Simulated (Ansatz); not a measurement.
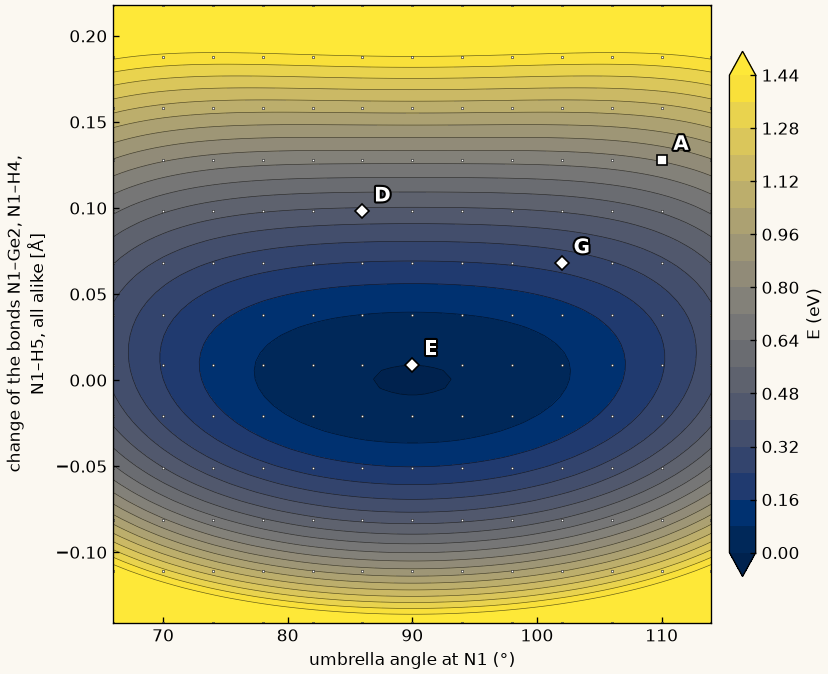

ClGeH2N, SMILES [NH2][Ge][Cl]. First axis: umbrella angle at N1 (between each of its bonds and their common axis; 90 is planar). Second axis: change of the bonds N1–Ge2, N1–H4, N1–H5, all alike. Nothing is relaxed (all other coordinates rigid). The scan uses a 13 × 13 grid; 91 points were computed and 78 follow by symmetry. Points are written as (first, second). Energies: eV, counted from the lowest grid point. Theory: RKS PBE0-D4/def2-SVP (Ansatz 0.2.0).

In the figure: filled contours, dots at the grid points, one colour for all values above the top of the scale, lettered points. Between grid points the surface is interpolated.

Q: What kind of point is each of A, D, E, G: minimum, saddle, maximum or slope?

A: A: on a slope; D: on a slope; E: minimum; G: on a slope. (In these two coordinates alone; a stationary point may lie a little off the grid point.)

Q: Rank the lettered points by energy, lowest first.

A: E (0.00 eV), G (0.27 eV), D (0.46 eV), A (0.81 eV).
